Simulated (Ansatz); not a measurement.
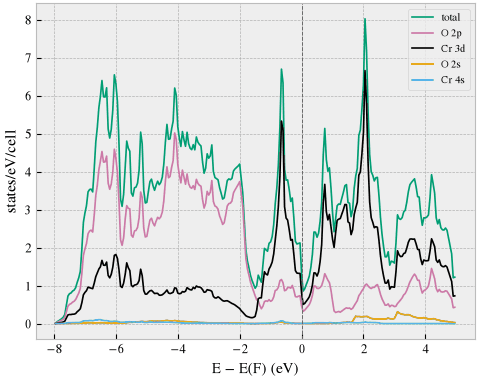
Figure. Total and projected density of states of CrO2 (rutile, P4_2/mnm), the program Ansatz at the PBEsol level (PAW)

Q: Which orbitals carry the states next to the Fermi level?

A: Within 0.5 eV of the Fermi level: Cr 3d 64 %, O 2p 33 %. Projections are on Löwdin-orthogonalised atomic valence shells; empty p or d shells of many metals are not among them.

Q: Where is the tallest occupied peak in this window, and what makes it?

A: Near -0.6 eV, about 6.7 states/eV per cell; the largest projected share is Cr 3d.

The cell was relaxed with PBEsol under the symmetry of its start. Magnetic state: ferromagnetic, chosen from 5 collinear starts compared on coarse meshes (ties went to the first, and starts can fall back to one state), not a proven ground state. Textbook magnetic order: ferromagnetic. No Hubbard U is applied. The compound may be a true metal, but semilocal functionals without U, or a wrong spin order, can also close a gap.

Potentials: the later of the program's two PAW sets.
